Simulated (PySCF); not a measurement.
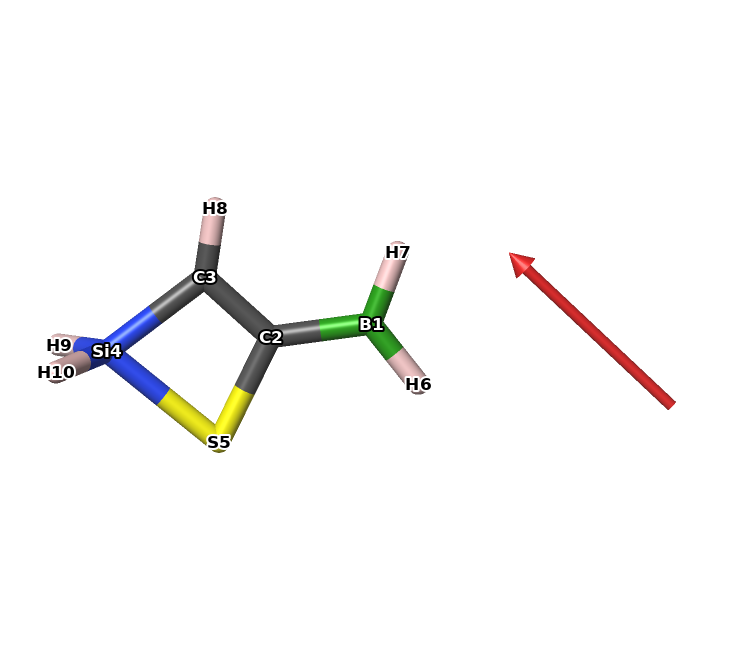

The arrow beside the molecule shows the direction of the dipole moment, from the negative to the positive end (its length means nothing). The computed structure is the end point of a GFN2-xTB optimisation. No frequency run is at hand to confirm it as a minimum. Method: PBE0/pcSseg-1, gas phase (PySCF 2.14.0).

Question: How large is the dipole moment?

Answer: 2.64 D; it points from the side of H6 to the side of H8, H9, H10 (the outermost atoms at the two ends).

The geometry is semi-empirical. Around B, Si such bond lengths and angles can be off by a tenth of an ångström or more and by several degrees, and values that hang on the shape move with them.
